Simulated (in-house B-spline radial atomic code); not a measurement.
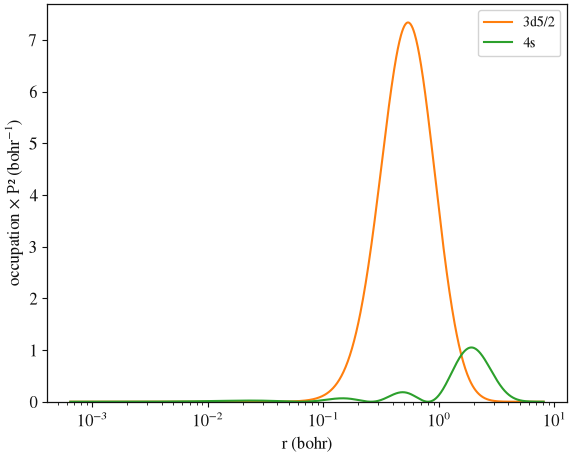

Ga⁺ (Z = 31, 30 electrons) in the configuration [Ar] 3d10 4s2. All numbers are computed, not measured: Dirac-Hartree-Fock, average of configuration, Fermi nucleus, basis-set limit (an in-house B-spline radial code).

The plot shows the radial probability densities P² (large components) of 3d5/2 and 4s, each times its occupation.

**What does the plot show?**

3d5/2: outer maximum at 0.542 bohr, ⟨r⟩ = 0.793 bohr, 0 nodes, eigenvalue −39.7 eV; 4s: outer maximum at 1.92 bohr, ⟨r⟩ = 2.31 bohr, 3 nodes, eigenvalue −19.0 eV.
